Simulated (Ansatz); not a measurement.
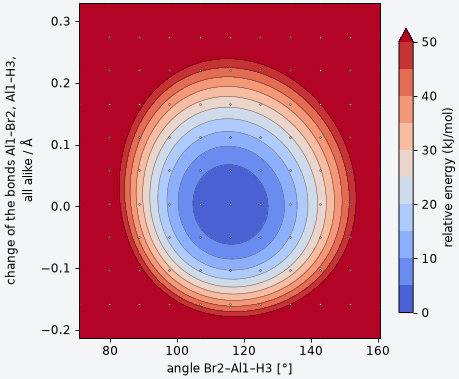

AlBrH, SMILES [AlH][Br], spin multiplicity 2. The first coordinate is: angle Br2–Al1–H3; the second: change of the bonds Al1–Br2, Al1–H3, all alike. Nothing is relaxed (all other coordinates rigid). The scan uses an 11 × 11 grid. Points are written as (first, second). All energies are given in kJ/mol relative to the relaxed molecule at the same level. Computed with Ansatz, UKS wB97X-V/def2-TZVP.

Drawn: filled contours, dots at the grid points, one colour for all values above the top of the scale. Between grid points the surface is interpolated.

> Estimate the position of the minimum and the force constants in these coordinates.

The interpolated minimum is at angle Br2–Al1–H3 ≈ 115.7°, the second coordinate ≈ 0.000 Å. The curvatures there are about 2.7 eV/rad² and 25 eV/Å², with a cross term of about 0.3 eV/(rad·Å). Round the minimum the two coordinates are nearly uncoupled. (1 eV is 96.5 kJ/mol.)
